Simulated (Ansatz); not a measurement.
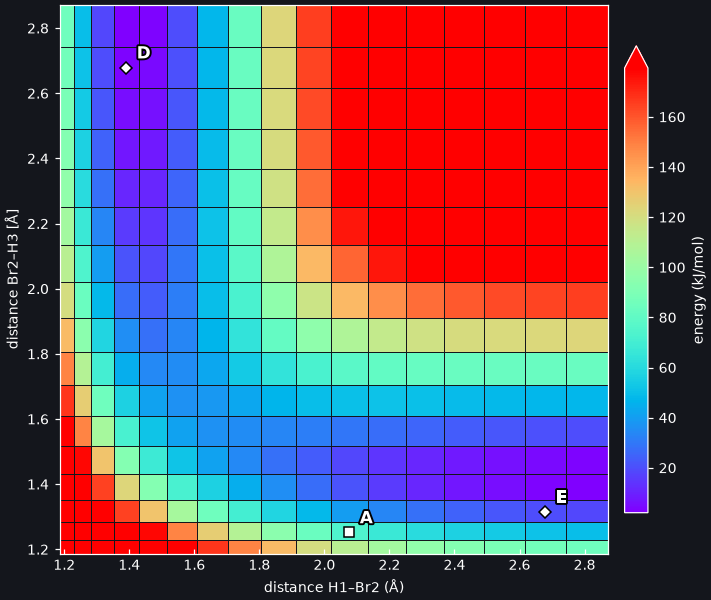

The system H + BrH, spin multiplicity 2. First axis: distance H1–Br2. Second axis: distance Br2–H3. Nothing is relaxed (the angle H1–Br2–H3 is fixed at 180 degrees). The scan uses a 17 × 17 grid; 153 points were computed and 136 follow by symmetry. Points are written as (first, second). All energies are given in kJ/mol relative to H far from the relaxed BrH (each part in its own basis). In part of the range the unrestricted reference is strongly spin-contaminated. All numbers below come from UKS PBE0-D4/def2-TZVPD in Ansatz.

In the figure: one coloured cell a grid point, one colour for all values above the top of the scale, lettered points.

> Is A the lowest point of the computed grid?

No. A lies 72 kJ/mol above the lowest grid point, which is at (1.390 Å, 2.808 Å).

> What kind of point is each of A, E: minimum, saddle, maximum or slope?

A: on a slope; E: on a slope. (In these two coordinates alone; a stationary point may lie a little off the grid point.)
